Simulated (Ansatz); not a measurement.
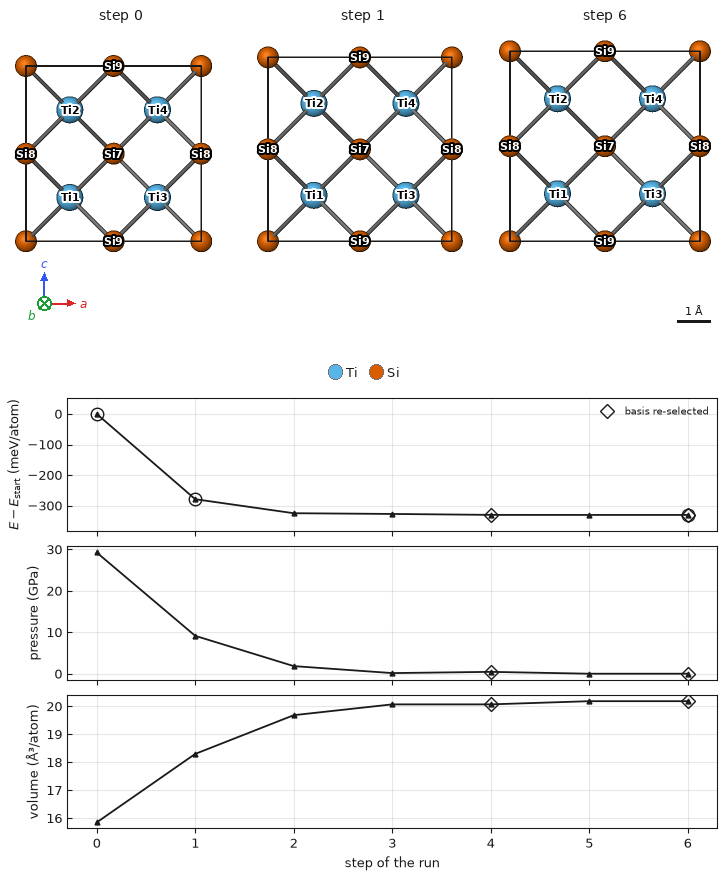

Frames of a relaxation of solid Ti$_{2}$Si$_{3}$ (a generated structure, set up in Pn-3m) (coarse preliminary run), marked on the history of the run. A ball-and-stick model of the cell of the calculation, seen along the b axis.

Theory: DFT PBE, scalar-relativistic, plane waves, PAW in Ansatz 0.2.0.

Input file:
```yaml
crystal:
  lattice:
    - [5.41177913, 0.0, 0.0]
    - [0.0, 5.41177913, 0.0]
    - [0.0, 0.0, 5.41177913]
  atoms:
    - { symbol: Ti, position: [0.25, 0.25, 0.25] }
    - { symbol: Ti, position: [0.25, 0.75, 0.75] }
    - { symbol: Ti, position: [0.75, 0.75, 0.25] }
    - { symbol: Ti, position: [0.75, 0.25, 0.75] }
    - { symbol: Si, position: [0.0, 0.5, 0.5] }
    - { symbol: Si, position: [0.0, 0.5, 0.0] }
    - { symbol: Si, position: [0.5, 0.0, 0.5] }
    - { symbol: Si, position: [0.0, 0.0, 0.5] }
    - { symbol: Si, position: [0.5, 0.0, 0.0] }
    - { symbol: Si, position: [0.5, 0.5, 0.0] }
basis:
  ecutwfc: 420
kpoints:
  mp_grid: { grid: [4, 4, 4] }
hamiltonian:
  xc: pbe
scf:
  occupations: { method: gaussian, width: 0.1 }
  lower_state_search: "off"
output:
  forces: true
  stress: true
  eigenvalues: true
relax:
  adjacent_minimum: "off"
  f_tol: 0.04
  max_steps: 70
  cell: { stress_tol: 0.4 }
```

Command:
```bash
ansatz run input.yaml --threads 1 --pin off --max-ram 2560MiB --backend cpu --events-out ev --progress --plain --runs-dir out
```

What happens along the run?

Answer. The atoms keep their places relative to the cell (all moves are under 0.005 Å). The drawn cell changes as follows: a = b = c 5.412 → 5.866 Å (+8.4 %); the volume changes by +27.4 %. Some distances before and after: Ti1–Si10 2.343 → 2.540 Å. The space group stays Pn-3m (No. 224). Over 4 accepted moves (6 points after the start) the energy falls by 330 meV per atom. All forces vanish by symmetry, so only the cell relaxes. Pressure: 29.26 GPa at the start and 0.02 GPa at the end. At 2 points the geometry stayed and the basis and grid were re-selected for the new cell (energy shift of 3.0 meV per atom at most each time). The run took 96 s on 1 thread of Intel(R) Xeon(R) Processor @ 2.50GHz (Skylake/Cascade Lake), on a shared host, peak memory 0.48 GiB. From step 0 to 1: volume +15.5 %, energy −279 meV per atom. From step 1 to 6: volume +10.3 %, energy −51.4 meV per atom.

```csv
step,"E − E(0), meV/atom","pressure, GPa","volume, Å³/atom",note
0,0.00,29.26,15.850,
1,-278.73,9.16,18.300,
2,-324.58,1.86,19.684,
3,-326.96,0.18,20.071,
4,-330.00,0.47,20.071,"same geometry, new basis"
5,-330.17,0.03,20.185,
6,-330.17,0.02,20.185,"same geometry, new basis"
```
